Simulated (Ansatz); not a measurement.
# PbO2 (PbO2, Fm-3m): Grüneisen parameters, part 2 of 2

Aim: how the phonons of PbO2 (PbO2, Fm-3m) shift with volume, and the thermal expansion that follows.

Ansatz 0.2.0; DFT PBEsol, scalar-relativistic, plane waves, PAW; PAW set soft_1.

So far, highest frequency on the path or at a solved wavevector (cm⁻¹): step 2 (phonons on a q mesh) 539.

The database entry behind the starting cell lists a pressure of 16.0 GPa, so it need not match the best structure at ambient conditions.

## 4. Phonons at the other volume, volume ratio 0.97

The phonons are repeated at this volume on the same k and q meshes.

File input.yaml:

```yaml
crystal:
  lattice:
    - [0.0, 2.6375389877, 2.6375389877]
    - [2.6375389877, 0.0, 2.6375389877]
    - [2.6375389877, 2.6375389877, 0.0]
  atoms:
    - { symbol: Pb, position: [0.0, 0.0, 0.0] }
    - { symbol: O, position: [0.25, 0.25, 0.25] }
    - { symbol: O, position: [0.75, 0.75, 0.75] }
kpoints:
  mp_grid: { grid: [16, 16, 16] }
hamiltonian:
  xc: pbesol
  pseudopotentials: { kind: paw, azcp: { folder: soft_1 }, xc_functional: pbe }
scf:
  occupations: { method: methfessel_paxton, width: 0.2 }
output:
  eigenvalues: true
phonons:
  method: dfpt
  qmesh: [4, 4, 4]
  temperatures: { t_max: 1000, t_step: 50 }
  qpath:
    path:
      - [[0.0, 0.0, 0.0], [0.5, 0.0, 0.5], [0.625, 0.25, 0.625]]
      - [[0.375, 0.375, 0.75], [0.0, 0.0, 0.0], [0.5, 0.5, 0.5], [0.5, 0.25, 0.75], [0.5, 0.0, 0.5]]
    npoints: 10
```

Started as:

```bash
> ansatz run input.yaml --threads 4 --pin off --max-ram 10240MiB --backend cpu --events-out ev --progress --plain --runs-dir out
```

Numbers of over 12 decimals in the logs are rounded to 6 here.

What it wrote:

```text
[...]
Crystal: 3 atoms, lattice volume = 36.697 Å³
Basis set: ecut = 420 eV, 725 PW (Γ), exchange–correlation on 50×50×50 points (8 copies of the dense FFT grid, shifted against one another)
Bands: 17, of which v1, the nominal top of the filled ones, is band 13 counted from 1 (12 counted from 0)
Symmetry: 48 space group operations
k-points: 145 of 4096
[...]
SCF iter   1: F=—  HF=-12876.491917 eV  |F-HF|=—  |Δ(HF+E_count)|=         —  Δρ=7.19e-2  dr2=1.65e0  ethr=3.10e-3  ⟨swp⟩=6.0  Hψ=12857  notcnv=0
[...]
SCF iter  11: F=-12876.092245 eV  HF=-12876.092245 eV  |F-HF|=1.64e-11  |Δ(HF+E_count)|=  1.36e-10  S|Δr|=    0.00e0  Δρ=9.44e-8  dr2=1.70e-12  ethr=1.00e-12  ⟨swp⟩=8.9  Hψ=14673  notcnv=0
SCF 1 converged in 11 iterations: F = -12876.092245 eV  dr2 = 1.70e-12
[...]
SCF iter   4: F=-12876.092245 eV  HF=-12876.092245 eV  |F-HF|=1.82e-12  |Δ(HF+E_count)|=  1.27e-11  S|Δr|=    0.00e0  Δρ=1.53e-7  dr2=6.21e-12  ethr=1.00e-12  ⟨swp⟩=3.3  Hψ=8336  notcnv=0
SCF 2 converged in 4 iterations: F = -12876.092245 eV  dr2 = 6.21e-12
[...]
NSCF: frozen V_eff on 145 k-points
[...]
SCF converged after 11 iterations
[...]
Free energy (F): -12876.092245 eV
[...]
Internal energy: -12876.095574 eV  (E = F + TS)
E sigma→0 (E₀):  -12876.093077 eV
Entropy (-TS):   0.003329 eV (1.110 meV/atom)
Fermi energy:    10.870491 eV
[...]
--- Band table (eV; the first three rows and the last of 145) ---
  k-point 0: bands = [... 9 lower, 8.7777, 8.7777, 9.5121, 9.5121, 9.5121, 17.9394, 17.9394, 17.9394]
  k-point 1: bands = [... 9 lower, 8.7322, 8.7322, 9.5101, 9.5101, 10.1386, 17.8290, 18.0321, 18.0321]
  k-point 2: bands = [... 9 lower, 8.6086, 8.6086, 9.5004, 9.5004, 11.0076, 17.6222, 18.3002, 18.3002]
  k-point 144: bands = [... 9 lower, 8.0537, 8.0537, 10.3994, 10.9047, 13.5081, 19.8894, 19.8894, 19.8939]
[...]
ASR residual: 2.797e-5 → 0.000e0 eV/Å²; symmetrization residual: 3.404e-6 eV/Å²
  ASR residual per site (eV/Å²): 1.17e-5 2.80e-5 2.80e-5
  Γ frequencies (cm⁻¹): 0.00 0.00 0.00 284.75 284.75 284.75 453.08 453.08 453.08
--- Phonons (arbitrary-q DFPT): 8 irreducible q on the 4×4×4 mesh ---
[...]
interpolated dispersion: 62 rows × 9 modes
[...]
```

The job ended after 11 min (4 threads of Arm Neoverse V1, shared host; peak memory 5.8 GiB).

This step gave:

- sum-rule residual before enforcement: 2.80e-5 eV/Å²
- lowest frequency on the path: -221.8 cm⁻¹
- highest frequency on the path or at a solved wavevector: 562.9 cm⁻¹
- highest optical mode at the zone centre (no LO-TO term): 453.1 cm⁻¹
- lowest optical zone-centre mode: 284.8 cm⁻¹
- lowest mode on the q mesh (acoustic modes at Γ apart): -221.8 cm⁻¹

Frequencies (cm⁻¹) solved at each irreducible wavevector; negative means imaginary. Frequencies by wavevector, by row:

| q in reciprocal lattice units | star | mode 1 | mode 2 | mode 3 | mode 4 | mode 5 | mode 6 | mode 7 | mode 8 | mode 9 |
| --- | --- | --- | --- | --- | --- | --- | --- | --- | --- | --- |
| 0 0 0 | 1 | 0 | 0 | 0 | 284.8 | 284.8 | 284.8 | 453.1 | 453.1 | 453.1 |
| 0 0 0.25 | 8 | 66.7 | 66.7 | 108.7 | 324.7 | 324.7 | 428.7 | 439.5 | 439.5 | 457.9 |
| 0 0 -0.5 | 4 | 84.9 | 84.9 | 163.8 | 390.6 | 390.6 | 398.4 | 398.4 | 451.8 | 460.2 |
| 0 0.25 0.25 | 6 | 28.4 | 28.4 | 141.8 | 224.1 | 224.1 | 311.8 | 488.1 | 488.1 | 498.9 |
| 0 0.25 -0.5 | 24 | 85.5 | 113.7 | 133.4 | 159.4 | 235.4 | 289.5 | 484.2 | 497.8 | 534.7 |
| 0 0.25 -0.25 | 12 | 39.1 | 86.6 | 142.2 | 161.2 | 345.5 | 384.5 | 428.6 | 481.2 | 518.7 |
| 0 -0.5 -0.5 | 3 | -221.8 | 28.6 | 28.6 | 98.2 | 98.2 | 189.9 | 512.7 | 512.7 | 562.9 |
| 0.25 -0.5 -0.25 | 6 | -179.2 | -130 | 101.1 | 143.1 | 143.1 | 406.4 | 406.4 | 539 | 542.3 |

The highest optical mode at the zone centre (no LO-TO term) is 453.1 cm⁻¹, +21.5 cm⁻¹ against the base run.

## 5. Relaxing at another volume, volume ratio 1.03

The volume is scaled by 1.03 and held; symmetry leaves nothing to relax, so this is a single point. The modes can then be followed against volume.

input.yaml, the sections that differ from step 4:

```yaml
crystal:
  lattice:
    - [0.0, 2.6908369633, 2.6908369633]
    - [2.6908369633, 0.0, 2.6908369633]
    - [2.6908369633, 2.6908369633, 0.0]
  atoms:
    - { symbol: Pb, position: [0.0, 0.0, 0.0] }
    - { symbol: O, position: [0.25, 0.25, 0.25] }
    - { symbol: O, position: [0.75, 0.75, 0.75] }
output:
  forces: true
  stress: true
  eigenvalues: true
# kpoints, hamiltonian, scf: as in step 4
# phonons: removed
```

What it wrote:

```text
[...]
Crystal: 3 atoms, lattice volume = 38.967 Å³
Basis set: ecut = 420 eV, 749 PW (Γ), exchange–correlation on 54×54×54 points (8 copies of the dense FFT grid, shifted against one another)
Bands: 17, of which v1, the nominal top of the filled ones, is band 13 counted from 1 (12 counted from 0)
Symmetry: 48 space group operations
[...]
k-points: 145 of 4096
[...]
--- Band table (eV; the first three rows and the last of 145) ---
  k-point 0: bands = [... 9 lower, 7.8210, 7.8210, 8.5837, 8.5837, 8.5837, 16.7185, 16.7185, 16.7185]
  k-point 1: bands = [... 9 lower, 7.7838, 7.7838, 8.5784, 8.5784, 9.0371, 16.6124, 16.8030, 16.8030]
  k-point 2: bands = [... 9 lower, 7.6809, 7.6809, 8.5612, 8.5612, 9.7902, 16.4093, 17.0470, 17.0470]
  k-point 144: bands = [... 9 lower, 7.1891, 7.1891, 9.4211, 9.8408, 12.0971, 18.3384, 18.3384, 18.8097]
[key lines of the parts left out:]
SCF converged after 8 iterations
Free energy (F): -12876.094286 eV
Fermi energy:    9.799789 eV
P = ⅓ Tr σ = -4.2238 GPa (-42.238 kbar)
```

It took 1.8 s on 4 threads; peak memory 0.37 GiB; 6.2 s of CPU time.

This step gave:

```
pressure        : -4.224 GPa
volume per atom : 12.99 Å³
```

The run ends at a pressure of -4.22 GPa.

## 6. Phonons at the other volume, volume ratio 1.03

The phonons are repeated at this volume on the same k and q meshes.

Edit input.yaml of step 5 so:

```diff
@@ -17,4 +17,11 @@
 output:
-  forces: true
-  stress: true
   eigenvalues: true
+phonons:
+  method: dfpt
+  qmesh: [4, 4, 4]
+  temperatures: { t_max: 1000, t_step: 50 }
+  qpath:
+    path:
+      - [[0.0, 0.0, 0.0], [0.5, 0.0, 0.5], [0.625, 0.25, 0.625]]
+      - [[0.375, 0.375, 0.75], [0.0, 0.0, 0.0], [0.5, 0.5, 0.5], [0.5, 0.25, 0.75], [0.5, 0.0, 0.5]]
+    npoints: 10
```

What it wrote:

```text
[...]
Crystal: 3 atoms, lattice volume = 38.967 Å³
Basis set: ecut = 420 eV, 749 PW (Γ), exchange–correlation on 54×54×54 points (8 copies of the dense FFT grid, shifted against one another)
Bands: 17, of which v1, the nominal top of the filled ones, is band 13 counted from 1 (12 counted from 0)
Symmetry: 48 space group operations
k-points: 145 of 4096
[...]
k-point 144: bands = [... 9 lower, 7.1891, 7.1891, 9.4211, 9.8408, 12.0972, 18.3384, 18.3384, 18.8096]
[...]
ASR residual: 2.405e-5 → 0.000e0 eV/Å²; symmetrization residual: 1.465e-6 eV/Å²
  ASR residual per site (eV/Å²): 5.51e-6 2.40e-5 2.40e-5
  Γ frequencies (cm⁻¹): 0.00 0.00 0.00 243.74 243.74 243.74 411.31 411.31 411.31
--- Phonons (arbitrary-q DFPT): 8 irreducible q on the 4×4×4 mesh ---
[...]
interpolated dispersion: 62 rows × 9 modes
[...]
[key lines of the parts left out:]
SCF converged after 11 iterations
Free energy (F): -12876.094286 eV
Fermi energy:    9.799794 eV
```

Run time: 13 min. Hardware: 4 threads; peak memory 5.3 GiB.

This step gave:

```
sum-rule residual before enforcement                    : 2.40e-5 eV/Å²
lowest frequency on the path                            : -235.5 cm⁻¹
highest frequency on the path or at a solved wavevector : 515.8 cm⁻¹
highest optical mode at the zone centre (no LO-TO term) : 411.3 cm⁻¹
lowest optical zone-centre mode                         : 243.7 cm⁻¹
lowest mode on the q mesh (acoustic modes at Γ apart)   : -235.5 cm⁻¹
```

Frequencies (cm⁻¹) solved at each irreducible wavevector; negative means imaginary. Frequencies by wavevector, by row:

| q in reciprocal lattice units | star | mode 1 | mode 2 | mode 3 | mode 4 | mode 5 | mode 6 | mode 7 | mode 8 | mode 9 |
| --- | --- | --- | --- | --- | --- | --- | --- | --- | --- | --- |
| 0 0 0 | 1 | 0 | 0 | 0 | 243.7 | 243.7 | 243.7 | 411.3 | 411.3 | 411.3 |
| 0 0 0.25 | 8 | 61.2 | 61.2 | 92.3 | 284.4 | 284.4 | 373.9 | 397.9 | 397.9 | 415.1 |
| 0 0 -0.5 | 4 | 76.6 | 76.6 | 140.7 | 351.6 | 351.6 | 356.4 | 356.4 | 413.4 | 413.5 |
| 0 0.25 0.25 | 6 | -14.6 | -14.6 | 124.5 | 183.2 | 183.2 | 271.9 | 444.7 | 444.7 | 447 |
| 0 0.25 -0.5 | 24 | 67.2 | 75.8 | 102.8 | 132.2 | 194.6 | 252.5 | 440.5 | 453.7 | 488.4 |
| 0 0.25 -0.25 | 12 | -69.4 | 77.6 | 123.9 | 128.2 | 306.7 | 344.5 | 386.5 | 435.1 | 473.7 |
| 0 -0.5 -0.5 | 3 | -235.5 | -100 | -100 | 87.2 | 87.2 | 166.8 | 467.8 | 467.8 | 515.8 |
| 0.25 -0.5 -0.25 | 6 | -197.4 | -164.2 | 89.4 | 125.6 | 125.6 | 365.9 | 365.9 | 491.6 | 496.7 |

The highest optical mode at the zone centre (no LO-TO term) is 411.3 cm⁻¹, -20.3 cm⁻¹ against the base run.

## 7. Grüneisen parameters

The Grüneisen parameter of a mode is minus the logarithmic change of its frequency with volume, −d ln ω / d ln V; weighted by heat capacity it gives the expansion.

This step gave:

- bulk modulus: 154.4 GPa

The phonon branches at the labelled points (cm⁻¹):

| point | branch 1 | branch 2 | branch 3 | branch 4 | branch 5 | branch 6 | branch 7 | branch 8 | branch 9 |
| --- | --- | --- | --- | --- | --- | --- | --- | --- | --- |
| Γ | 0 | 0 | 0 | 264 | 264 | 264 | 432 | 432 | 432 |
| X | -229 | -70 | -70 | 93 | 93 | 178 | 490 | 490 | 538 |
| U | -197 | 90 | 118 | 145 | 183 | 245 | 468 | 481 | 528 |
| jump to K | -197 | 90 | 118 | 145 | 183 | 245 | 468 | 481 | 528 |
| Γ | 0 | 0 | 0 | 264 | 264 | 264 | 432 | 432 | 432 |
| L | 81 | 81 | 152 | 370 | 370 | 377 | 377 | 432 | 436 |
| W | -189 | -149 | 95 | 134 | 134 | 385 | 385 | 514 | 519 |
| X | -229 | -70 | -70 | 93 | 93 | 178 | 490 | 490 | 538 |

The same for volume x 0.97:

| point | branch 1 | branch 2 | branch 3 | branch 4 | branch 5 | branch 6 | branch 7 | branch 8 | branch 9 |
| --- | --- | --- | --- | --- | --- | --- | --- | --- | --- |
| Γ | 0 | 0 | 0 | 285 | 285 | 285 | 453 | 453 | 453 |
| X | -222 | 28 | 28 | 98 | 98 | 190 | 513 | 513 | 563 |
| U | -187 | 96 | 125 | 158 | 206 | 264 | 491 | 504 | 552 |
| K | -187 | 96 | 125 | 158 | 206 | 264 | 491 | 504 | 552 |
| Γ | 0 | 0 | 0 | 285 | 285 | 285 | 453 | 453 | 453 |
| L | 85 | 85 | 164 | 391 | 391 | 398 | 398 | 452 | 460 |
| W | -179 | -130 | 101 | 143 | 143 | 406 | 406 | 539 | 542 |
| X | -222 | 28 | 28 | 98 | 98 | 190 | 513 | 513 | 563 |

The same for volume x 1.03:

| point | branch 1 | branch 2 | branch 3 | branch 4 | branch 5 | branch 6 | branch 7 | branch 8 | branch 9 |
| --- | --- | --- | --- | --- | --- | --- | --- | --- | --- |
| Γ | 0 | 0 | 0 | 244 | 244 | 244 | 411 | 411 | 411 |
| X | -236 | -100 | -100 | 87 | 87 | 167 | 468 | 468 | 516 |
| U | -205 | 85 | 110 | 131 | 161 | 229 | 447 | 460 | 505 |
| K | -205 | 85 | 110 | 131 | 161 | 229 | 447 | 460 | 505 |
| Γ | 0 | 0 | 0 | 244 | 244 | 244 | 411 | 411 | 411 |
| L | 77 | 77 | 141 | 352 | 352 | 356 | 356 | 413 | 414 |
| W | -197 | -164 | 89 | 126 | 126 | 366 | 366 | 492 | 497 |
| X | -236 | -100 | -100 | 87 | 87 | 167 | 468 | 468 | 516 |

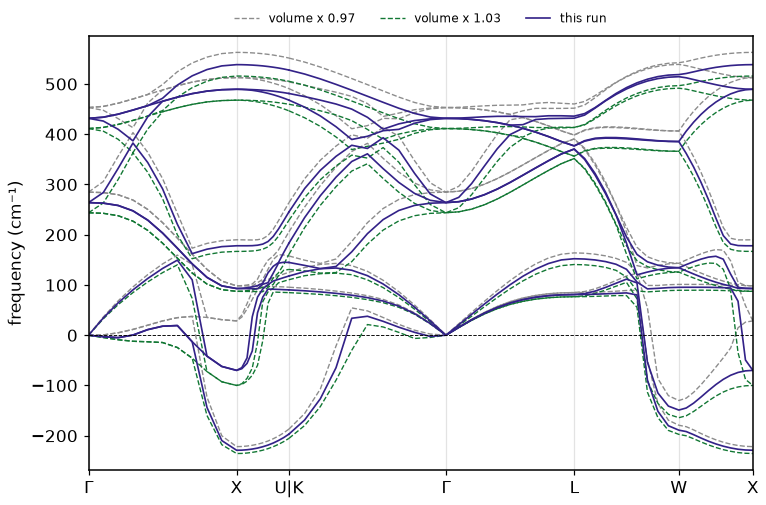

Phonon branches along the path; dashed: volume x 0.97 and volume x 1.03.

## 8. What came out

```
bulk modulus : 154 GPa
```

In words: No expansion is given, because modes are imaginary at one volume or more. The highest optical mode at Γ goes from 453 to 411 cm⁻¹ as the cell grows, a Grüneisen parameter of 1.61. Branches are matched by rank, so values near crossings are rough. With no gap, or one that is small against the smearing, the frequencies hang on the k mesh and the smearing, most of all near Kohn anomalies. Spin-orbit coupling is left out, which can matter for the heavy elements here. The PAW files were made for PBE and serve the other functionals too.

[Logs are printed without paths, hosts, clocks, repeated set-up lines and the standing remarks that a program may print on its own settings, such as how far it seeks lower states.]

[Hosts, paths, dates, database ids (printed as entryN), source tags and the programs' standing remarks are cut or masked in the printed files.]
